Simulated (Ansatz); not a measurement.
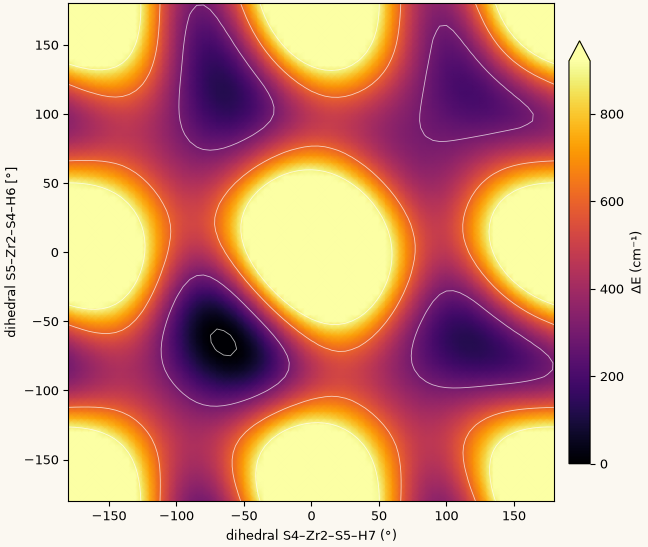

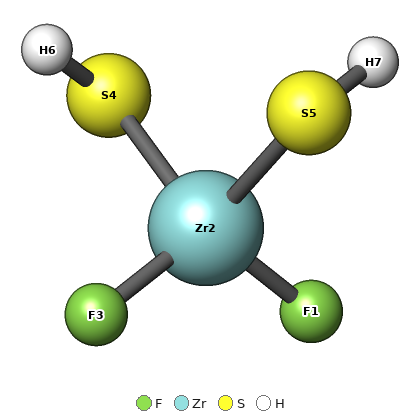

Energy landscape of F₂H₂S₂Zr, SMILES [F][Zr]([F])([SH])[SH]. First axis: dihedral S4–Zr2–S5–H7. Second axis: dihedral S5–Zr2–S4–H6. Nothing is relaxed (all other coordinates rigid). The grid has 18 × 18 points. Energies: cm⁻¹, counted from the lowest grid point. Method: RKS PBE-D4/def2-SVP (Ansatz 0.2.0).

Drawn: a smooth colour map with a few white contour lines, one colour for all values above the top of the scale. Between grid points the surface is interpolated. The second picture is the structure at the lowest point.

**Summarise what can be read from the map.**

The lowest grid point is at dihedral S4–Zr2–S5–H7 = −60°, dihedral S5–Zr2–S4–H6 = −60°. There are further wells near dihedral S4–Zr2–S5–H7 = −60°, dihedral S5–Zr2–S4–H6 = 120° (132 cm⁻¹ above the lowest at that grid point); dihedral S4–Zr2–S5–H7 = 120°, dihedral S5–Zr2–S4–H6 = −60° (132 cm⁻¹ above the lowest at that grid point); dihedral S4–Zr2–S5–H7 = 120°, dihedral S5–Zr2–S4–H6 = 120° (201 cm⁻¹ above the lowest at that grid point). The highest grid point, dihedral S4–Zr2–S5–H7 = 0°, dihedral S5–Zr2–S4–H6 = 0°, lies 1908 cm⁻¹ above the lowest. On the interpolated surface the easiest way out of the lowest well to the well at about dihedral S4–Zr2–S5–H7 = −65°, dihedral S5–Zr2–S4–H6 = 115° passes a barrier of about 440 cm⁻¹, counted from the interpolated bottom of the well. Round the minimum the valley is somewhat tilted: raising dihedral S4–Zr2–S5–H7 shifts the best value of dihedral S5–Zr2–S4–H6 downwards (coupling k₁₂/√(k₁₁k₂₂) about 0.4).

The whole map (324 points run) took 22 min on 1 thread of Arm Neoverse V2 (shared host).
